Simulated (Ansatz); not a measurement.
**CH6AlF2NO: density, localisation and related maps**

Input file:

```
crystal:
  periodic: [false, false, false]
  atoms:
    - { symbol: Al, position_ang: [-0.140837, 1.976265, 1.165545] }
    - { symbol: "N", position_ang: [0.397777, -1.000139, 0.138364] }
    - { symbol: C, position_ang: [-0.454664, -1.724244, -0.804381] }
    - { symbol: F, position_ang: [-1.777051, 2.329414, 0.886219] }
    - { symbol: F, position_ang: [0.460375, 1.888852, 2.745095] }
    - { symbol: H, position_ang: [0.993811, -0.313527, -0.340855] }
    - { symbol: O, position_ang: [1.036639, 1.95805, -0.226508] }
    - { symbol: H, position_ang: [1.017732, -1.638507, 0.6528] }
    - { symbol: H, position_ang: [-1.134049, -2.404032, -0.25108] }
    - { symbol: H, position_ang: [-1.096518, -1.002231, -1.347789] }
    - { symbol: H, position_ang: [0.088968, -2.333631, -1.566084] }
    - { symbol: H, position_ang: [0.607815, 2.263729, -1.051326] }
basis:
  gaussian: { orbitals: cc-pVDZ }
hamiltonian:
  xc: pbe
relax:
  f_tol: 0.03
  max_steps: 50
output:
  orbitals: {}
```

Command:

```sh
ansatz run input.yaml --threads 2 --pin off --max-ram 3072MiB --backend cpu --events-out ev --progress --plain --runs-dir out
```

The fields are those of the relaxed geometry.

Method: RKS PBE/cc-pVDZ (Ansatz 0.2.0).

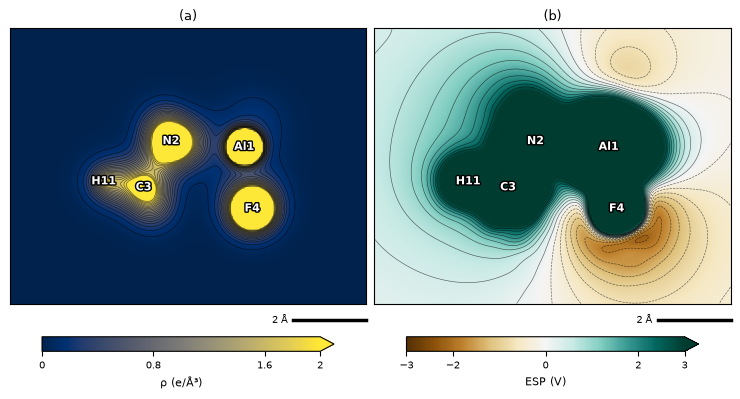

Figure 1. (a) electron density; (b) molecular electrostatic potential on the plane of atoms N2, Al1 and F4.

Q: Read the bonding off the picture.

A: The plane passes through Al, N, C, F and H nuclei. C–N (1.49 Å): ρ is about 1.8 e/Å³ halfway. Al–F (1.72 Å): the density is about 0.65 e/Å³ at the midpoint. Al–N (2.03 Å): ρ is about 0.49 e/Å³ halfway. C–H (1.11 Å): ρ at the midpoint is about 1.9 e/Å³. Outside the dense part of the molecule the potential is most negative (−2.2 V) near F4.

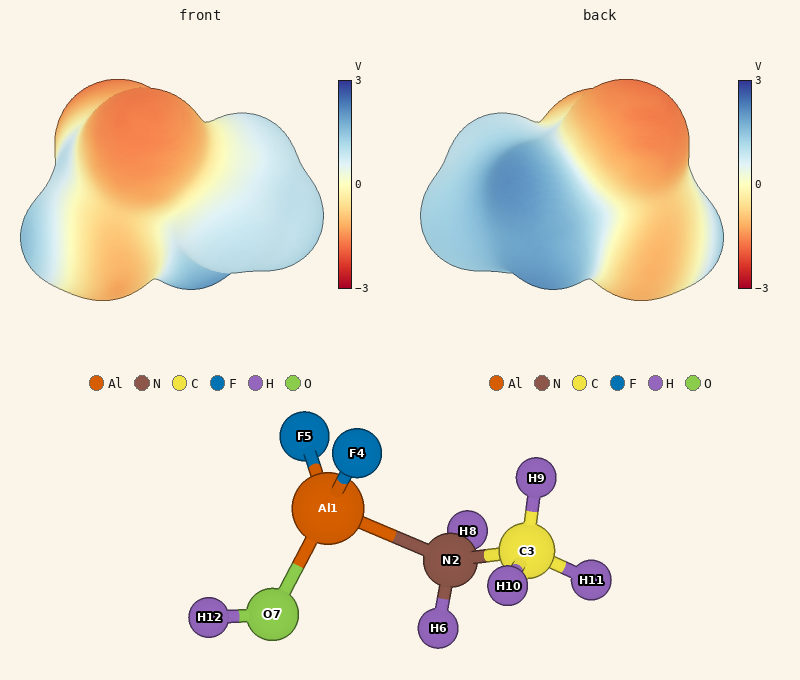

Figure 2. The molecular electrostatic potential painted on the density surface at 0.001 e/bohr³, seen from the front and from behind; the colour scale runs from red (negative) to blue (positive). The bare structure is drawn below in the same view.

Q: Describe the electrostatic potential map.

A: The most negative region (about −1.7 V) lies over F4 and F5, the most positive (about +2.1 V) over H6 and H8.

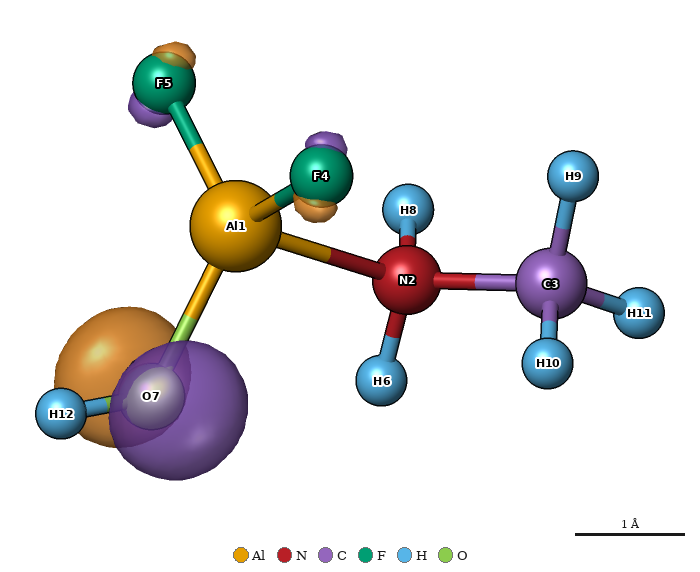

Figure 3. The HOMO at ±0.3 Å⁻³ᐟ² (orange and purple are the two phases), seen at a tilt.

Q: Where does this orbital lie, and at what energy?

A: Its weight (Hirshfeld) is mainly on O7 (about 80 %); largely a lone pair of O7. Its energy is −6.32 eV.

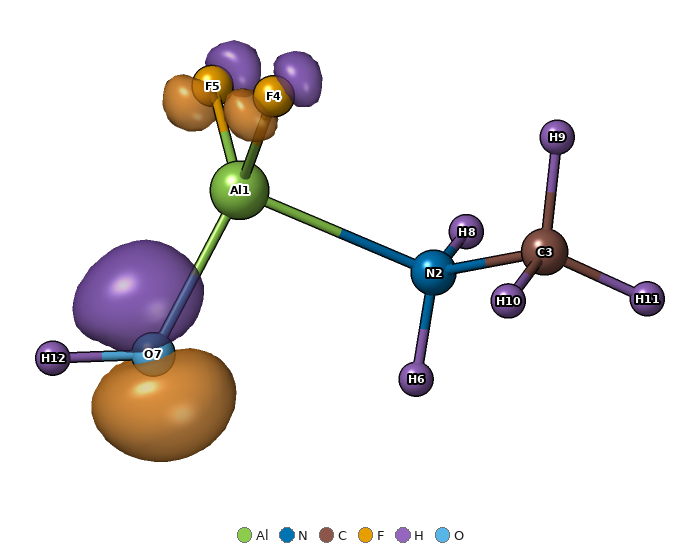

Figure 4. The HOMO−1 at ±0.3 Å⁻³ᐟ² (orange and purple are the two phases), seen at a tilt.

Q: Where does this orbital lie, and at what energy?

A: It lies mainly on O7 (about 70 %), F5 (about 10 %) and F4 (about 5 %); largely a lone pair of O7. Its energy is −7.08 eV.
